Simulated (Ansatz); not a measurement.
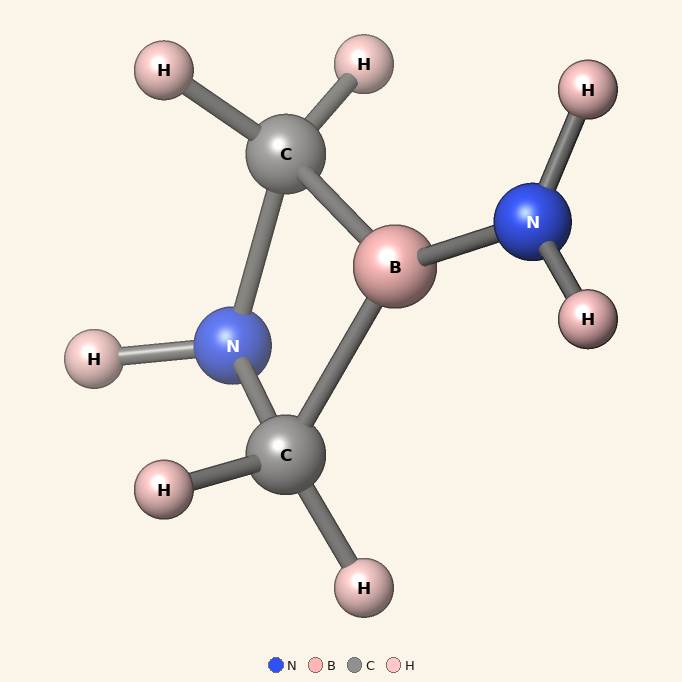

Distant atoms are faded towards the background colour. The computed structure is the end point of a PBE0-D4/def2-TZVP optimisation. No frequency run is at hand to confirm it as a minimum.

List the symmetry elements and name the point group.

It has 1 mirror plane, so the point group is Cs. The group has 2 operations. The geometry is achiral, and symmetry allows a dipole moment.
